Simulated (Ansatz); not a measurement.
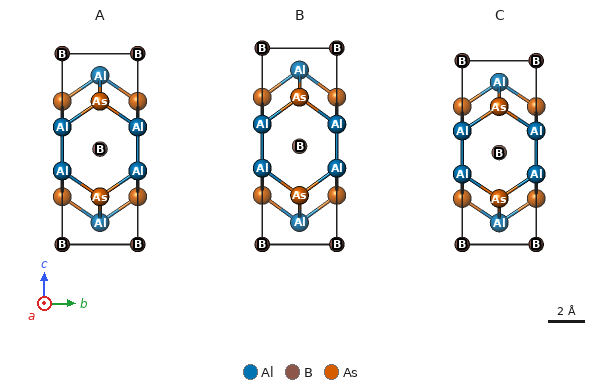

3 geometries from one relaxation of a crystal of Al₂BAs₂ (a generated structure, set up in I4/mmm) (coarse preliminary run), in shuffled order. The picture is a ball-and-stick view of the conventional cell (2 times the calculation's cell), seen along the a axis. Lengths and directions refer to the drawn axes.

All numbers below come from DFT PBE, scalar-relativistic, plane waves, PAW in Ansatz. Set-up: plane-wave cutoff 420 eV; k-point mesh 6 × 6 × 6; occupations gaussian; smearing width 0.1 eV; no spin polarisation; cell and atoms relaxed; force threshold 0.04 eV/Å; at most 70 steps.

Put them in the order of the run, from the start to the converged end.

Answer. C, A, B. They are steps 0, 1, 5, at +48.4 meV per atom, +4.5 meV per atom relative to the last. The largest moves relative to the cell, 0.061 Å, are those of Al atoms. B and As stay in place. The volume changes by +8.7 %, with a = b 4.178 → 4.214 Å (+0.9 %), c 10.386 → 11.093 Å (+6.8 %). Some distances before and after: Al–As 2.502 → 2.605 Å, Al–Al 2.439 → 2.483 Å. Bond angles that change, for instance: As–Al–As 113.2° → 108.0°, Al–As–Al 113.2° → 108.0°, Al–Al–As 123.4° → 126.0°. The space group stays I4/mmm (No. 139). The energy falls by 48.4 meV per atom in 4 accepted moves (5 points after the start). Largest force component: 0.75 eV/Å at the start, 0.019 eV/Å at the end. The pressure goes from 7.60 to −0.03 GPa. At 1 point the geometry stayed and the basis and grid were re-selected for the new cell (energy shift of 0.7 meV per atom at most each time).
